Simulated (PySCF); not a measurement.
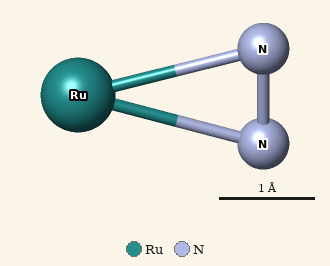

*The structure (ball-and-stick view, seen at a tilt). Sticks mark near contacts.*

# Single-point calculation of RuN2

- system: RuN2, multiplicity 3
- method: ROHF/3-21g, casci (PySCF 2.14.0)

The run did not end well.

Input file:
```python
from pyscf import gto, scf, mcscf

mol = gto.M(
    atom='Ru 0 0 -0.4206; N 0.5761 0 1.5305; N -0.5761 0 1.5305',
    basis='3-21g',
    charge=0,
    spin=2,
    verbose=4,
)
mf = scf.ROHF(mol)
mf.level_shift = 0.3
mf.damp = 0.5
mf.diis_start_cycle = 8
mf.kernel()
mc = mcscf.CASCI(mf, 6, 4)
mc.kernel()
mc.analyze()
mf.dip_moment()
print('orbital energies (hartree):', mf.mo_energy[..., max(0, mol.nelec[1]-3):mol.nelec[0]+3].round(4))
```

Hardware: 1 CPU thread, shared host.

Run as:
```bash
OMP_NUM_THREADS=1 python input.py
```

Output:
```
PySCF version 2.14.0

[INPUT] verbose = 4
[INPUT] num. atoms = 3
[INPUT] num. electrons = 58
[INPUT] charge = 0
[INPUT] spin (= nelec alpha-beta = 2S) = 2
[INPUT] symmetry False subgroup None
[INPUT] Mole.unit = angstrom
[INPUT] Symbol           X                Y                Z      unit          X                Y                Z       unit  Magmom
[INPUT]  1 Ru     0.000000000000   0.000000000000  -0.420600000000 AA    0.000000000000   0.000000000000  -0.794818807992 Bohr   0.0
[INPUT]  2 N      0.576100000000   0.000000000000   1.530500000000 AA    1.088671220362   0.000000000000   2.892225833647 Bohr   0.0
[INPUT]  3 N     -0.576100000000   0.000000000000   1.530500000000 AA   -1.088671220362   0.000000000000   2.892225833647 Bohr   0.0

nuclear repulsion = 182.737066990278
number of shells = 24
number of NR pGTOs = 111
number of NR cGTOs = 54
basis = 3-21g
ecp = {}

******** <class 'pyscf.scf.rohf.ROHF'> ********
method = ROHF
initial guess = minao
damping factor = 0.5
level_shift factor = 0.3
DIIS = <class 'pyscf.scf.diis.CDIIS'>
diis_start_cycle = 8
diis_space = 8
diis_damp = 0
SCF conv_tol = 1e-09
SCF conv_tol_grad = None
SCF max_cycles = 50
direct_scf = True
direct_scf_tol = 1e-13
num. doubly occ = 28  num. singly occ = 2
Set gradient conv threshold to 3.16228e-05
init E= -4521.44824602096
  HOMO = 0.0715416606334558  LUMO = 0.246038721155071  gap/eV = 4.74831
cycle= 1 E= -4528.69121357875  delta_E= -7.24  |g|= 0.393  |ddm|= 1.73
NotImplementedError: ROHF Fock-damping
```

Outcome:

- outcome: ended with an error
- wall time: 1.2 s

What went wrong:

The run ended with an error: “ROHF Fock-damping”
